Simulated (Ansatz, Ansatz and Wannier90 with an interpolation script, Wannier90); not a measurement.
# K2LiAlF6 (Fm-3m): quasiparticle bands by Wannier interpolation, part 3 of 3

G0W0 gives levels on a mesh alone; what do the bands of K2LiAlF6 (Fm-3m) look like between the points?

Ansatz 0.2.0; LDA, Wannier functions and G0W0, plane waves, PAW. Known limits of the many-body steps: not at the basis limit.

So far. Step 2 (LDA bands): The gap is direct, at Γ. Step 4 (Wannier functions by Wannier90 (Al:3p F:2p K:4s Li:2s) …): Near the gap the model misses directly solved bands by 2.3 meV r.m.s. and by 45 meV at most in the window tested. This tests the starting bands, not the corrections carried with them.

## 5. G0W0 at every point of the mesh: 4×4×4 mesh, 453 empty bands, screening to 140 eV

G0W0 replaces the xc potential by the self-energy, built once from these orbitals. Only a window of levels is corrected, while the sums run over the empty bands that the input names.

This step: G0W0 on LDA, plane waves, PAW.

input.yaml

```yaml
crystal:
  lattice:
    - [0.0, 3.921, 3.921]
    - [3.921, 0.0, 3.921]
    - [3.921, 3.921, 0.0]
  atoms:
    - { symbol: K, position: [0.25, 0.25, 0.25] }
    - { symbol: K, position: [0.75, 0.75, 0.75] }
    - { symbol: Li, position: [0.5, 0.5, 0.5] }
    - { symbol: Al, position: [0.0, 0.0, 0.0] }
    - { symbol: F, position: [0.7689, 0.2311, 0.2311] }
    - { symbol: F, position: [0.2311, 0.7689, 0.2311] }
    - { symbol: F, position: [0.2311, 0.7689, 0.7689] }
    - { symbol: F, position: [0.7689, 0.2311, 0.7689] }
    - { symbol: F, position: [0.2311, 0.2311, 0.7689] }
    - { symbol: F, position: [0.7689, 0.7689, 0.2311] }
kpoints:
  mp_grid: { grid: [4, 4, 4] }
hamiltonian:
  xc: lda
scf:
  occupations: { method: fixed }
gw:
  n_empty_bands: 453
  ecut_chi: 140.0
  qp_bands: [v17, c2]
  screening: { model: contour_deformation }
```

Launch:

```bash
ansatz run input.yaml --threads 8 --pin off --max-ram 18432MiB --backend cpu --events-out ev --progress --plain --runs-dir out
```

Numbers of over 12 decimals in the logs are rounded to 6 here.

Output:

```text
[...]
Crystal: 10 atoms, lattice volume = 120.565 Å³
Basis set: ecut = 420 eV, 2397 PW (Γ)
Bands: 43, of which v1, the nominal top of the filled ones, is band 33 counted from 1 (32 counted from 0)
Symmetry: 48 space group operations
[...]
k-points: 8 of 64
[...]
SCF iter   1: F=—  HF=-8485.913346 eV  |F-HF|=—  |Δ(HF+E_count)|=         —  Δρ=1.91e-2  dr2=3.08e-1  ethr=1.77e-3  ⟨swp⟩=4.9  Hψ=1211  notcnv=0  defer=52
[...]
SCF iter   7: F=-8485.813846 eV  HF=-8485.813846 eV  |F-HF|=4.42e-10  |Δ(HF+E_count)|=   4.00e-8  Δρ=1.24e-6  dr2=1.96e-9  ethr=1.52e-10  ⟨swp⟩=11.9  Hψ=1525  notcnv=0
SCF 1 converged in 7 iterations: F = -8485.813846 eV  dr2 = 1.96e-9
[...]
G₀W₀ screening: q 1/8
[... further progress lines ...]
[...]
SCF converged after 7 iterations
Free energy (F): -8485.813846 eV
[...]
Internal energy: -8485.813846 eV  (E = F + TS)
E sigma→0 (E₀):  -8485.813846 eV
Fermi energy:    1.919577 eV
[...]
--- Band table (eV; the first three rows and the last of 8) ---
  k-point 0: bands = [... 29 lower, 1.4828, 1.9196, 1.9196, 1.9196, 9.4560, 11.9246, 11.9246, 12.1821, ... 6 higher]
  k-point 1: bands = [... 29 lower, 1.4424, 1.7738, 1.7738, 1.8338, 10.1899, 12.3203, 12.3747, 12.3747, ... 6 higher]
  k-point 2: bands = [... 29 lower, 1.4089, 1.6528, 1.6528, 1.7135, 11.4419, 11.8787, 13.0507, 13.0507, ... 6 higher]
  k-point 7: bands = [... 29 lower, 1.2152, 1.3314, 1.6689, 1.6689, 12.6609, 12.6609, 12.8263, 12.8959, ... 6 higher]
--- G₀W₀: contour deformation, 5 samples at zero and on the imaginary axis and 2 off it, 64 q-points, 453 empty bands' worth ---
  eigenvalues of the whole cell's RPA ε∞ on this k-mesh (on a slab, of 1 + 4πα/V) = 2.0601, 2.0601, 2.0601; static W/v taken at q = 0 is 0.485421
  bands read: the sum over 486 bands ends inside a degenerate multiplet in 2 slots, whose members it reads at an even weight; the widest, k=1: bands 486 to 487 (counted from 1) at 1/2 each
    ik  band        ε_KS         Σx   Σc(E_QP)       V_xc       Z   E_QP_lin       E_QP  E_QP is
     0    17     -1.1425   -29.3035     5.2210   -21.4704  0.8063    -3.8227    -3.7546  root
     0    18     -1.1425   -29.3035     5.2210   -21.4704  0.8063    -3.8227    -3.7546  root
     0    19     -1.1425   -29.3035     5.2210   -21.4704  0.8063    -3.8227    -3.7546  root
     0    20     -0.0617   -29.7350     5.2741   -21.8954  0.8072    -2.6902    -2.6272  root
     0    21     -0.0617   -29.7350     5.2741   -21.8954  0.8072    -2.6902    -2.6272  root
     0    22     -0.0617   -29.7350     5.2741   -21.8954  0.8072    -2.6902    -2.6272  root
     0    23      0.6351   -31.3947     5.1462   -23.8704  0.8128    -1.7889    -1.7430  root
     0    24      0.6351   -31.3947     5.1462   -23.8704  0.8128    -1.7889    -1.7430  root
     0    25      1.1643   -31.2905     5.4843   -23.3642  0.8071    -1.3304    -1.2776  root
     0    26      1.1643   -31.2905     5.4843   -23.3642  0.8071    -1.3304    -1.2776  root
     0    27      1.1643   -31.2905     5.4843   -23.3642  0.8071    -1.3304    -1.2776  root
     0    28      1.4828   -31.7468     5.2788   -24.1261  0.8113    -0.9037    -0.8591  root
     0    29      1.4828   -31.7468     5.2788   -24.1261  0.8113    -0.9037    -0.8591  root
     0    30      1.4828   -31.7468     5.2788   -24.1261  0.8113    -0.9037    -0.8591  root
[...]
7    31      1.3314   -31.0600     5.3824   -23.2489  0.8092    -1.1484    -1.0973  root
     7    32      1.6689   -31.7244     5.4241   -23.9260  0.8092    -0.7528    -0.7055  root
     7    33      1.6689   -31.7244     5.4241   -23.9260  0.8092    -0.7528    -0.7055  root
     7    34     12.6609    -8.1537    -3.5053   -14.0227  0.8751    15.0531    15.0247  root
     7    35     12.6609    -8.1537    -3.5053   -14.0227  0.8751    15.0531    15.0247  root
```

It took 2.6 min on 8 threads of Arm Neoverse V2, shared host; peak memory 3.1 GiB.

Numbers from this step:

```
bands summed                                 : 486
RPA ε∞ on this mesh (eigenvalues)            : 2.060, 2.060, 2.060
plane waves in the screening matrix          : 459
q-points in the mesh                         : 64
G0W0 gap on the mesh                         : 11.81 eV
k of the valence top                         : 0, 0, 0
k of the conduction bottom                   : 0, 0, 0
starting gap on the mesh                     : 7.536 eV
Z at the valence top                         : 0.8091
Z at the conduction bottom                   : 0.8875
least direct G0W0 gap on the computed points : 11.81 eV
```

The gap on the mesh goes from 7.54 eV to 11.81 eV, a correction of +4.28 eV. Between the two edge states, bare exchange in place of the xc potential would open the gap by 13.16 eV, and correlation takes back 8.88 eV.

## 6. Interpolating the corrections

A script adds the corrections, carried to the Wannier functions and back, to the LDA levels, along the path and on a 13×13×13 mesh.

| Item | Value |
| --- | --- |
| G0W0 gap over the zone | 11.81 eV |
| valence top at | Γ |
| conduction bottom at | Γ |
| starting gap over the zone | 7.536 eV |
| least direct G0W0 gap | 11.81 eV |
| G0W0 gap on the mesh | 11.81 eV |
| valence width, start | 3.375 eV |
| valence width, G0W0 | 3.689 eV |
| gap by a rigid shift | 11.81 eV |

Levels solved directly plus the interpolated quasiparticle correction. Limits: finite bands, cutoff and mesh. Quasiparticle bands along the path, in eV, zero at the valence-band top of each set:

```
    point  band 30  band 31  band 32  band 33  band 34
        Γ    -0.44     0.00     0.00     0.00    11.81
        X    -0.72    -0.67    -0.67    -0.03    14.80
        U    -0.66    -0.58    -0.50    -0.14    15.12
jump to K    -0.66    -0.58    -0.50    -0.14    15.12
        Γ    -0.44     0.00     0.00     0.00    11.81
        L    -0.53    -0.30    -0.30    -0.25    14.10
        W    -0.75    -0.68    -0.29    -0.29    15.49
        X    -0.72    -0.67    -0.67    -0.03    14.80
```

The same for LDA:

```csv
point,band 30,band 31,band 32,band 33,band 34
Γ,-0.44,0.00,0.00,0.00,7.54
X,-0.67,-0.58,-0.58,-0.02,10.10
U,-0.62,-0.50,-0.43,-0.13,10.42
K,-0.62,-0.50,-0.43,-0.13,10.42
Γ,-0.44,0.00,0.00,0.00,7.54
L,-0.51,-0.27,-0.27,-0.21,9.52
W,-0.70,-0.59,-0.25,-0.25,10.74
X,-0.67,-0.58,-0.58,-0.02,10.10
```

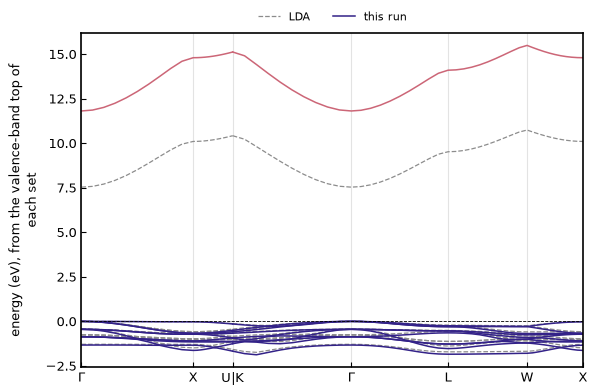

Quasiparticle bands along the path; lines of filled and empty bands in two colours; dashed: LDA.

Minima of the lowest conduction band, from levels solved directly at the displaced points, plus the interpolated correction; masses are left empty at degenerate points, on flat bands and where the interpolated correction rules the curvature; G0W0 masses are rough. Conduction valleys, by row:

```
point  k (reciprocal lattice)  valleys in the zone  G0W0 level above the valence top (eV)  LDA level above the valence top (eV)  G0W0 principal masses (m_e)  LDA principal masses (m_e)
    Γ       0.000 0.000 0.000                    1                                  11.81                                 7.536            0.470 0.470 0.470           0.557 0.557 0.557
```

Second differences of levels solved directly at the displaced points, plus the interpolated correction, at the quasiparticle band edges; no spin-orbit coupling; left empty where the band is flat or the interpolated correction rules the curvature. Effective masses, by row:

```csv
carrier,point,Cartesian direction,band,LDA mass (m_e),G0W0 mass (m_e)
hole,Γ,100,32,1.84,1.613
hole,Γ,100,31,1.84,1.613
hole,Γ,010,32,1.84,1.613
hole,Γ,010,31,1.84,1.613
hole,Γ,001,32,1.84,1.613
hole,Γ,001,31,1.84,1.613
hole,Γ,110,33,5.865,5.033
hole,Γ,110,32,2.478,2.245
hole,Γ,110,31,1.863,1.631
hole,Γ,111,33,4.732,3.983
hole,Γ,111,32,2.215,1.98
hole,Γ,111,31,2.215,1.98
electron,Γ,100,34,0.557,0.47
electron,Γ,010,34,0.557,0.47
electron,Γ,001,34,0.557,0.47
electron,Γ,110,34,0.558,0.47
electron,Γ,111,34,0.557,0.47
```

The density of states has structure finer than the step of the table below, so its rows give means over 1 eV, whole bins alone (the curve runs from -5 to 13.9 eV). Peaks (eV: height): G0W0 -3.0: 7.99, -2.1: 13.2, -1.1: 15.3, -0.6: 15.5; LDA -2.8: 8.65, -1.9: 15.1, -0.6: 17.2.

Wannier model on a dense mesh, Gaussian width 0.15 eV. Limits: finite bands, cutoff and mesh. Density of states against energy, zero at the valence-band top of each set; means over each step; values in states/eV/cell:

| energy (eV) | G0W0 | LDA |
| --- | --- | --- |
| -4 | 0.733 | 0.0183 |
| -3 | 6.35 | 5.95 |
| -2 | 8.38 | 8.99 |
| -1 | 12.9 | 12.7 |
| 0 | 5.63 | 6.30 |
| 1 | 0 | 0 |
| 2 | 0 | 0 |
| 3 | 0 | 0 |
| 4 | 0 | 0 |
| 5 | 0 | 0 |
| 6 | 0 | 0 |
| 7 | 0 | 0.00234 |
| 8 | 0 | 0.263 |
| 9 | 0 | 0.712 |
| 10 | 0 | 0.837 |
| 11 | 0 | 0.976 |
| 12 | 0.127 | 1.39 |
| 13 | 0.459 | 2.17 |

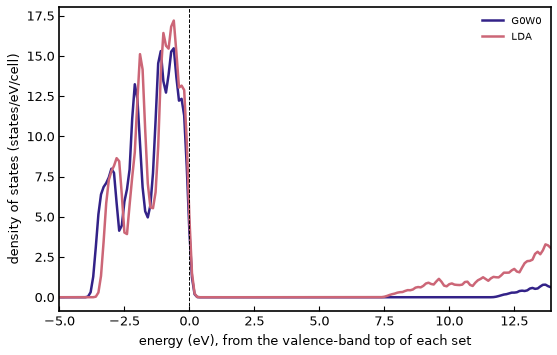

Density of states against energy.

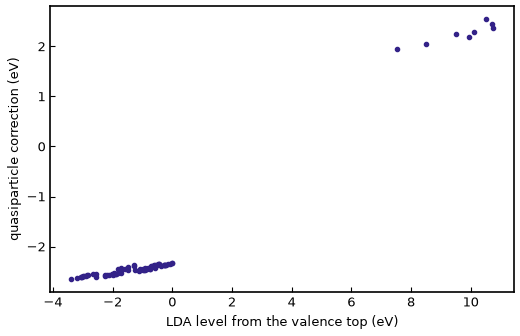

The correction of every computed level, on the run's own energy scale, against its starting energy.

## 7. Results

```json
{
 "LDA gap": "7.54 eV",
 "G0W0 gap over the zone": "11.81 eV, direct",
 "least direct G0W0 gap, in the model": "11.81 eV",
 "GW settings": "4×4×4 mesh, 453 empty bands, screening to 140 eV",
 "known limits": "not at the basis limit"
}
```

In words: The Wannier model follows the LDA bands to 2 meV r.m.s. near the gap. The G0W0 gap over the zone is 11.81 eV, direct, from Γ to Γ; on the mesh alone it is 11.81 eV, nearly the same. The valence width in the model goes from 3.37 eV to 3.69 eV. At the band edge the lightest electron mass is 0.56 m_e at the start and 0.47 m_e in G0W0; the G0W0 masses rest on corrections from the 4×4×4 mesh alone and are rough. Bands and cutoff are finite, so the gap is not at the basis limit. The miss can reach some tenths of an eV and take either sign; the mesh is an error of its own. Above the frozen window of the model the interpolated levels need not meet the computed ones, even at points of the mesh.

[Paths, hosts, dates, memory and timing lines, banners, echoed tables and standing remarks are left out of the program output.]

[Logs are printed without paths, hosts, clocks, repeated set-up lines and the standing remarks that a program may print on its own settings, such as how far it seeks lower states.]

[Runs of the session that timed out or met a known fault of the program may be left out.]

[Hosts, paths, dates, database ids (printed as entryN), source tags and the programs' standing remarks are cut or masked in the printed files.]
